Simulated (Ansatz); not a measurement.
Consider GaN in the zinc blende structure (space group F-43m, No. 216; a = 4.498 Å).

Now apply this change: 0.159 electrons added to each cell, a density of 7.0×10^21 cm⁻³, with a uniform compensating background at fixed cell and a 300 K Fermi–Dirac width.

Method: PBEsol (Ansatz, an electronic-structure program, PAW, no spin-orbit coupling).

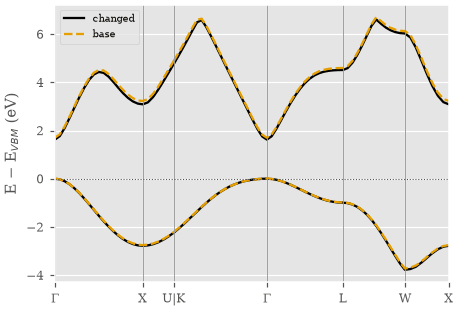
Figure. Highest valence and lowest conduction band along the path, each from its own valence-band maximum

From the figure, how large is the changed gap, and is it direct?

About 1.6 eV, direct at Γ.

Carriers are added with a uniform compensating background; total energy and stress of such cells depend on the potential's zero and are not compared; many-body gap narrowing is missing at this level. Stability against distortions was not tested. This is not the structure that GaN has at room temperature and ambient pressure.
